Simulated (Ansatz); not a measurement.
Base system: KTaO3 in the cubic perovskite structure (space group Pm-3m, No. 221; a = 3.989 Å). Axes: x, y, z lie along the cube axes.

Structures relaxed with r2SCAN/PAW in Ansatz (a program for electronic structure), without spin-orbit coupling, earlier PAW set.

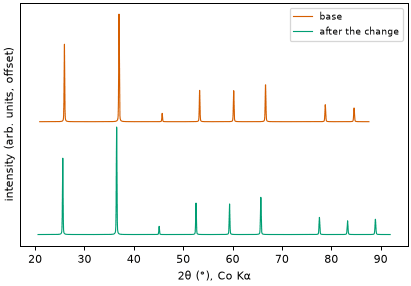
Simulated powder patterns before (top) and after one change

Task: Which of these changes matches the shifts?
(A) tensor shear ε_xz = −3.10 %
(B) isotropic strain +5.40 %
(C) biaxial strain +3.15 %, plane normal [001], relaxed out of plane
(D) isotropic strain +1.29 %

Result: D, isotropic strain +1.29 %. Its volume per atom is 13.20 Å³ against 12.70 Å³, and its space group is Pm-3m (No. 221).

Whether these cells are dynamically stable was not tested.
